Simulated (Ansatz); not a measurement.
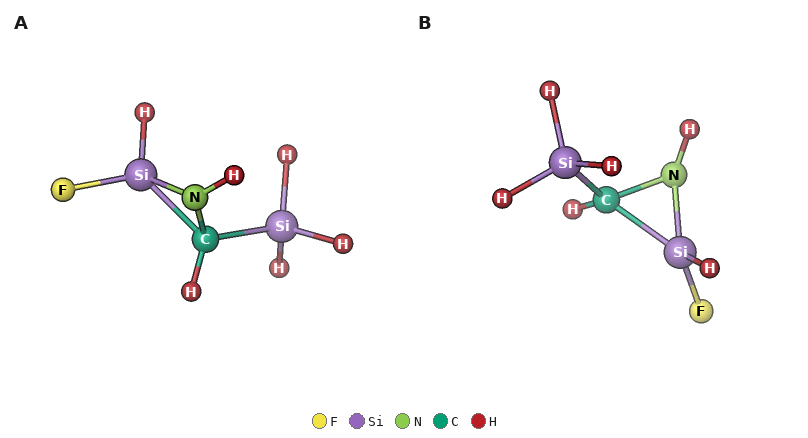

Depth is shown by fading: the farther an atom, the more it takes the colour of the background. Computed geometry: PBE-D4/def2-SVP optimisation. No frequency run is at hand to confirm it as a minimum.

Are A and B the same structure? If not, how do they differ?

Answer. Yes. They are the same structure, CH6FNSi2 (F[Si@H]1N[C@@H]1[SiH3]), seen from two directions: a rotation takes one into the other. The geometry is chiral (C1), so its mirror image would differ.
